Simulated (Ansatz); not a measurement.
The reference is Al₂O₃ in the corundum structure (space group R-3c, No. 167; a = 4.8088 Å, c = 13.1238 Å (hexagonal axes)).

Structures relaxed with Ansatz (a program for electronic structure), PBE, PAW, cutoff 420 eV, spin-orbit coupling left out.

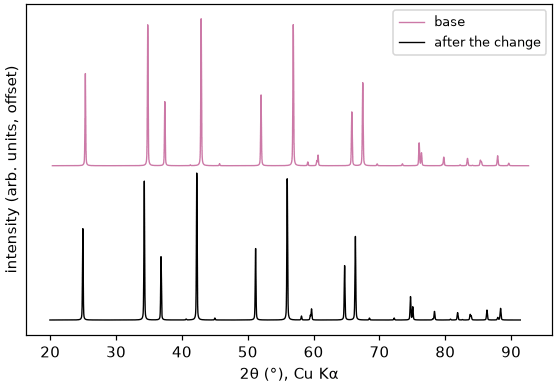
Figure: Simulated powder patterns before (top) and after one change

Task: What was done to the base?
A) isotropic strain +0.75 %
B) isotropic strain +2.25 %
C) isotropic strain +3.00 %
D) isotropic strain +1.50 %

Result: D, isotropic strain +1.50 %. Its volume per atom is 9.16 Å³ against 8.76 Å³, and its space group is R-3c (No. 167).

Stability against distortions was not tested.
